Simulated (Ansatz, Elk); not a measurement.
# How far do independent atoms describe LiMgIO?

Structure refinements treat a crystal as free atoms side by side. For a made-up structure of LiMgIO (cell and positions from a PBE relaxation) the runs below show what the calculated density changes in F(hkl).

Main program and level: Elk 11.2.3 (patched build); DFT, PBE, all-electron APW+lo, Dirac cores, scalar-relativistic bands, static density, no spin.

The structure was built from a prototype and need not be the compound's stable phase.

**1. The starting structure**

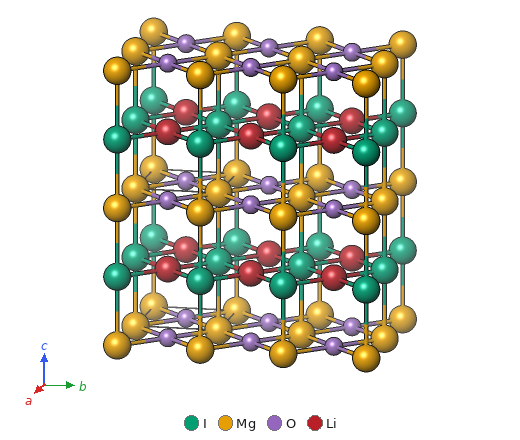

The cell as given, slightly off an axis (iodine teal, magnesium orange, oxygen purple, lithium red). 2×3×2 cells are drawn. Some periodic images of atoms are drawn too.

Coordinates:

```cif
data_structure
_symmetry_space_group_name_H-M 'P 1'
_symmetry_Int_Tables_number 1
_cell_length_a 3.5123
_cell_length_b 3.5123
_cell_length_c 5.8378
_cell_angle_alpha 90.000
_cell_angle_beta 90.000
_cell_angle_gamma 90.000
_cell_volume 72.02
loop_
_atom_site_label
_atom_site_type_symbol
_atom_site_fract_x
_atom_site_fract_y
_atom_site_fract_z
_atom_site_occupancy
I1 I 0.00000 0.00000 0.50000 1
Mg2 Mg 0.00000 0.00000 0.00000 1
O3 O 0.50000 0.50000 0.00000 1
Li4 Li 0.50000 0.50000 0.50000 1
```

**2. Ground state and structure factors**

An all-electron density is needed, since X-rays see the cores too. Task 0 finds the density and task 195 Fourier-transforms it; tshift is off so that phases refer to the origin typed.

Input file elk.in:

```
tasks
  0
  195

xctype
  20

spinpol
  .false.

rgkmax
  7.0

gmaxvr
  14.0

lmaxo
  7

lmaxapw
  8

swidth
  0.002

tshift
  .false.

ramdisk
  .false.

hmaxvr
  5.5

maxscl
  120

epspot
  1e-06

sppath
  './'

avec
  6.63726033156 -0.00000000000 0.00000000000
  -0.00000000000 6.63726033156 0.00000000000
  0.00000000000 0.00000000000 11.03186506902

atoms
  4
  'I.in'
  1
  -0.0000000000 0.0000000000 0.5000000000   0.000000 0.000000 0.000000
  'Mg.in'
  1
  -0.0000000000 -0.0000000000 0.0000000000   0.000000 0.000000 0.000000
  'O.in'
  1
  0.5000000000 0.5000000000 0.0000000000   0.000000 0.000000 0.000000
  'Li.in'
  1
  0.5000000000 0.5000000000 0.5000000000   0.000000 0.000000 0.000000

ngridk
  6 6 4
```

On the command line:

```sh
> OMP_NUM_THREADS=4 elk
```

Numbers of over 12 decimals in the logs are rounded to 6 here.

What it wrote:

```text
┌─────────────────────────┐
│ Elk code version 11.2.3 │
└─────────────────────────┘

All units are atomic (Hartree, Bohr, etc.)

┌─────────────────────────────────────────────────┐
│ Ground-state run starting from atomic densities │
└─────────────────────────────────────────────────┘

Lattice vectors :
   6.637260332      -0.000000000       0.000000000
  -0.000000000       6.637260332       0.000000000
   0.000000000       0.000000000       11.03186507

Reciprocal lattice vectors :
  0.9466534373       0.000000000      -0.000000000
   0.000000000      0.9466534373      -0.000000000
  -0.000000000      -0.000000000      0.5695487814

Unit cell volume      :    485.9892308
Brillouin zone volume :   0.5104026956

Muffin-tin inner radius fraction :   0.1000000000E-01

Nuclei treated as point charges

Species : 1 (I)
 parameters loaded from : I.in
 name : iodine
 nuclear charge    :   -53.00000000
 electronic charge :    53.00000000
 atomic mass :    231332.6972
 muffin-tin radius :    2.600000000
 number of radial points in muffin-tin :   1193
 inner part over the whole radius :   0.9964907323E-02
 number on inner part of muffin-tin    :    851
 approximate nuclear radius :   0.9002358621E-04
 number of mesh points to nuclear radius :    431
 atomic positions (lattice), magnetic fields (Cartesian) :
  1 :   0.00000000  0.00000000  0.50000000    0.00000000  0.00000000  0.00000000

Species : 2 (Mg)
 parameters loaded from : Mg.in
 name : magnesium
 nuclear charge    :   -12.00000000
 electronic charge :    12.00000000
 atomic mass :    44305.30466
 muffin-tin radius :    2.200000000
 number of radial points in muffin-tin :    793
 inner part over the whole radius :   0.9941530515E-02
 number on inner part of muffin-tin    :    552
 approximate nuclear radius :   0.5710277704E-04
 number of mesh points to nuclear radius :    241
 atomic positions (lattice), magnetic fields (Cartesian) :
  1 :   0.00000000  0.00000000  0.00000000    0.00000000  0.00000000  0.00000000

Species : 3 (O)
 parameters loaded from : O.in
 name : oxygen
 nuclear charge    :   -8.000000000
 electronic charge :    8.000000000
 atomic mass :    29165.12205
 muffin-tin radius :    1.800000000
 number of radial points in muffin-tin :    593
 inner part over the whole radius :   0.9958443124E-02
 number on inner part of muffin-tin    :    408
 approximate nuclear radius :   0.5115538663E-04
 number of mesh points to nuclear radius :    173
 atomic positions (lattice), magnetic fields (Cartesian) :
  1 :   0.50000000  0.50000000  0.00000000    0.00000000  0.00000000  0.00000000

Species : 4 (Li)
 parameters loaded from : Li.in
 name : lithium
 nuclear charge    :   -3.000000000
 electronic charge :    3.000000000
 atomic mass :    12652.66898
 muffin-tin radius :    1.800000000
 number of radial points in muffin-tin :    593
 inner part over the whole radius :   0.9806707936E-02
 number on inner part of muffin-tin    :    401
 approximate nuclear radius :   0.4000070961E-04
 number of mesh points to nuclear radius :    148
 atomic positions (lattice), magnetic fields (Cartesian) :
  1 :   0.50000000  0.50000000  0.50000000    0.00000000  0.00000000  0.00000000

Total number of atoms per unit cell :    4
Total muffin-tin volume :    167.0824637
 ratio of muffin-tin to unit cell volume :   0.3437986957

Spin treatment :
 spin-unpolarised

Number of Bravais lattice symmetries :   16
Number of crystal symmetries         :   16
Crystal has inversion symmetry
Real symmetric eigensolver will be used

k-point grid :      6     6     4
k-point offset :    0.000000000       0.000000000       0.000000000
k-point set is reduced with full crystal symmetry group
Total number of k-points :       30

Muffin-tin radius times maximum |G+k| :    7.000000000
 using average radius
Maximum |G+k| for APW functions       :    3.333333333
Maximum (1/2)|G+k|²                   :    5.555555556
Maximum |G| for potential and density :    14.00000000
Constant for pseudocharge density :    9
[...]
from k-point 24 to k-point 1
Estimated direct band gap   :   0.9023800170E-01
 at k-point 1

Charges :
 core                        :    40.00000000
 valence                     :    36.00000000
 interstitial                :    4.379034312
 muffin-tins (core leakage)
  species : 1 (I)
   atom 1                    :    51.03097122     (  0.2076388843E-03)
  species : 2 (Mg)
   atom 1                    :    10.20729692     ( -0.9828259007E-07)
  species : 3 (O)
   atom 1                    :    8.168861912     ( -0.2730183279E-06)
  species : 4 (Li)
   atom 1                    :    2.213835635     (   0.000000000    )
 total in muffin-tins        :    71.62096569
 total calculated charge     :    75.99963410
 total charge                :    76.00000000
 error                       :   0.3659033301E-03

RMS change in Kohn-Sham potential (target) :    6.072403306     (  0.1000000000E-05)
Absolute change in total energy (target)   :    1.715109581     (  0.1000000000E-03)

[... loops 3 to 16 left out ...]

┌──────────────────┐
│ Loop number : 17 │
└──────────────────┘

Energies :
 Fermi                       :     0.157264
 sum of occupied eigenvalues :     -4485.0831259919
 electron kinetic            :      7828.6481015929
 core electron kinetic       :      7548.9138381077
 Coulomb                     :     -15022.320878138
 Coulomb potential           :     -12041.881653342
 nuclear-nuclear             :     -632.40809325407
 electron-nuclear            :     -16747.603662410
 Hartree                     :      2357.6908775259
 Madelung                    :     -9001.3800514675
 xc potential                :     -271.84957424303
 exchange                    :     -204.91820594299
 correlation                 :     -3.670586
 electron entropic           :    -0.10979270275046E-07
 total energy                :     -7402.2615684397

Density of states at Fermi energy :   0.2100510272E-03
 (states/Hartree/unit cell)

Estimated indirect band gap :   0.4544613537E-01
 from k-point 1 to k-point 1
Estimated direct band gap   :   0.4544613537E-01
 at k-point 1

Charges :
 core                        :    40.00000000
 valence                     :    36.00000000
 interstitial                :    4.799664698
 muffin-tins (core leakage)
  species : 1 (I)
[...]
species : 2 (Mg)
[...]
species : 3 (O)
[...]
species : 4 (Li)
   atom 1                    :    2.207411525     (   0.000000000    )
 total in muffin-tins        :    71.20033530
 total calculated charge     :    75.99963288
 total charge                :    76.00000000
 error                       :   0.3671223486E-03

RMS change in Kohn-Sham potential (target) :   0.6153805713E-06 (  0.1000000000E-05)
Absolute change in total energy (target)   :   0.1326220990E-04 (  0.1000000000E-03)

Convergence targets achieved

┌──────────────────┐
│ Loop number : 18 │
└──────────────────┘

Energies :
 Fermi                       :     0.157264
 sum of occupied eigenvalues :     -4485.0831247329
 electron kinetic            :      7828.6480997490
 core electron kinetic       :      7548.9138376902
 Coulomb                     :     -15022.320876463
 Coulomb potential           :     -12041.881650721
 nuclear-nuclear             :     -632.40809325407
 electron-nuclear            :     -16747.603661406
 Hartree                     :      2357.6908781967
 Madelung                    :     -9001.3800511030
 xc potential                :     -271.84957376085
 exchange                    :     -204.91820544935
 correlation                 :     -3.670586
 electron entropic           :    -0.10979481492508E-07
 total energy                :     -7402.2615681244

Density of states at Fermi energy :   0.2100554055E-03
 (states/Hartree/unit cell)

Estimated indirect band gap :   0.4544605128E-01
 from k-point 1 to k-point 1
Estimated direct band gap   :   0.4544605128E-01
 at k-point 1

Charges :
 core                        :    40.00000000
 valence                     :    36.00000000
 interstitial                :    4.799665294
 muffin-tins (core leakage)
  species : 1 (I)
   atom 1                    :    51.18398686     (  0.2052844722E-03)
  species : 2 (Mg)
   atom 1                    :    10.32294378     ( -0.9828259051E-07)
  species : 3 (O)
   atom 1                    :    7.485992532     ( -0.2727430850E-06)
  species : 4 (Li)
   atom 1                    :    2.207411537     (   0.000000000    )
 total in muffin-tins        :    71.20033471
 total calculated charge     :    75.99963288
 total charge                :    76.00000000
 error                       :   0.3671223450E-03

┌──────────────────────────────┐
│ Self-consistent loop stopped │
└──────────────────────────────┘

Warning : core states of species 1 leak from the muffin-tin :   0.2052844722E-03

Wrote STATE.OUT
```

It took 24 s on 4 threads of Arm Neoverse V1, shared host; peak memory 0.16 GiB; 61 s of CPU time.

SFACRHO.OUT:

```text

h k l indices transformed by vhmat matrix:
   1.000000000       0.000000000       0.000000000    
   0.000000000       1.000000000       0.000000000    
   0.000000000       0.000000000       1.000000000    

      h      k      l  multipl.   |H|            Re(F)            Im(F)           |F|

      0      0      0      1   0.0000000       76.000000      0.49090004E-17   76.000000    
      0      0      1      2  0.56954878      -34.104720      0.59820222E-14   34.104720    
      0     -1      0      4  0.94665344       46.875488     -0.98557515E-15   46.875488    
      0      1      1      8   1.1047799      -40.178757      0.54987228E-14   40.178757    
      0      0      2      2   1.1390976       61.780495     -0.11318882E-13   61.780495    
     -1     -1      0      4   1.3387701       58.496491      0.15823761E-14   58.496491    
     -1      1      1      8   1.4548853      -28.963469      0.49354017E-14   28.963469    
      1      0     -2      8   1.4811131       42.282550      0.10316627E-13   42.282550    
      0      0     -3      2   1.7086463      -27.900990     -0.15107372E-13   27.900990    
     -1      1     -2      8   1.7577966       52.560210      0.95631942E-14   52.560210    
      0      2      0      4   1.8933069       50.797094     -0.14859926E-14   50.797094    
      0      1     -3      8   1.9533625      -32.042360     -0.12888767E-13   32.042360    
      0      2     -1      8   1.9771183      -26.650482     -0.53226589E-14   26.650482    
     -2     -1      0      8   2.1167814       37.706844     -0.20048268E-14   37.706844    
     -1      1      3      8   2.1706630      -25.951382      0.13389692E-13   25.951382    
     -1     -2      1     16   2.1920651      -30.363280      0.32771458E-14   30.363280    
      0     -2     -2      8   2.2095597       47.113755      0.10269288E-13   47.113755    
      0      0      4      2   2.2781951       46.547163     -0.17600303E-13   46.547163
```

Elk indexes on the primitive cell of elk.in and gives |H| = 4π sin θ/λ in inverse bohr. Below, one row stands for each form hkl of the conventional cell (m members, Friedel mates merged), F is for one primitive cell and the density is static (no thermal factor). Free-atom factors are Waasmaier and Kirfel's, and R is Σm||F|−|F'||/Σm|F|.

```tsv
hkl	m	sin θ/λ (Å⁻¹)	abs F, DFT	neutral atoms	diff.	ions	diff.
001	2	0.086	34.105	34.178	-0.073	33.762	+0.342
100	4	0.142	46.876	47.336	-0.461	46.296	+0.579
101	8	0.166	40.179	39.712	+0.467	40.396	-0.217
002	2	0.171	61.781	61.328	+0.452	61.725	+0.055
110	4	0.201	58.496	58.312	+0.185	58.603	-0.106
111	8	0.219	28.963	29.068	-0.105	28.749	+0.215
102	8	0.223	42.283	42.420	-0.138	42.186	+0.097
003	2	0.257	27.901	27.860	+0.041	27.684	+0.217
112	8	0.264	52.560	52.612	-0.052	52.708	-0.148
200	4	0.285	50.797	50.934	-0.137	50.984	-0.187
103	8	0.294	32.042	32.113	-0.070	31.977	+0.065
201	8	0.297	26.651	26.724	-0.074	26.663	-0.013
210	8	0.318	37.707	37.665	+0.042	37.749	-0.042
113	8	0.326	25.951	25.967	-0.015	25.963	-0.011
```

The ions are Li+, Mg2+, I− and O2−, by formal charge.

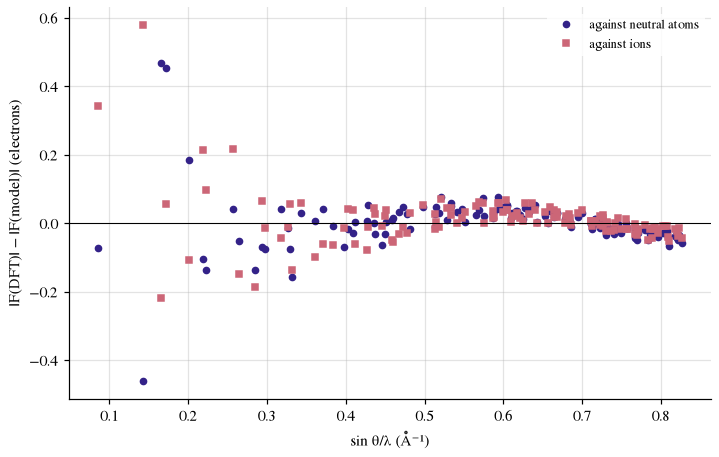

Difference between the calculated structure factors and the independent-atom ones.

**3. The highest occupied states alone**

An energy window below the Fermi level keeps the highest occupied states, to see at which angles they scatter; shallow core shells can lie inside it and anion s states outside. No new self-consistency is needed.

Edit elk.in of step 2 so:

```diff
@@ -1,3 +1,2 @@
 tasks
-  0
   195
@@ -40,2 +39,5 @@
 
+wsfac
+  -0.210230 0.457260
+
 sppath
```

On the command line:

```sh
> OMP_NUM_THREADS=4 elk
```

What it wrote:

```text
┌─────────────────────────────────┐
│ Elk code version 11.2.3 started │
└─────────────────────────────────┘

Info(readinput): the functional depends on the density's gradient
 muffin-tin radial points multiplied by    2.00000
 (not where nrmtscf is given)

┌────────────────────┐
│ Current task : 195 │
└────────────────────┘

Info(sfacrho): density structure factors written to SFACRHO.OUT

 Energy window :  -0.2102300000      0.4572600000

┌──────────────────┐
│ Elk code stopped │
└──────────────────┘
```

Elapsed: 8.9 s, on 4 threads; peak memory 0.16 GiB.

States within 10 eV below the Fermi level hold 12.00 electrons; any levels below the window count with the cores. Their amplitudes can exceed the total, where window and core parts have opposite phase:

```tsv
hkl	sin θ/λ (Å⁻¹)	abs F, window	abs F, all
001	0.086	0.916	34.105
100	0.142	1.564	46.876
101	0.166	4.284	40.179
002	0.171	4.352	61.781
110	0.201	3.117	58.496
111	0.219	2.088	28.963
102	0.223	2.141	42.283
003	0.257	1.857	27.901
112	0.264	1.597	52.560
200	0.285	1.282	50.797
```

(Part 1 of 2 ends here.)

[Logs are printed without paths, hosts, clocks, repeated set-up lines and the standing remarks that a program may print on its own settings, such as how far it seeks lower states.]

[Hosts, paths, dates, database ids (printed as entryN), source tags and the programs' standing remarks are cut or masked in the printed files.]
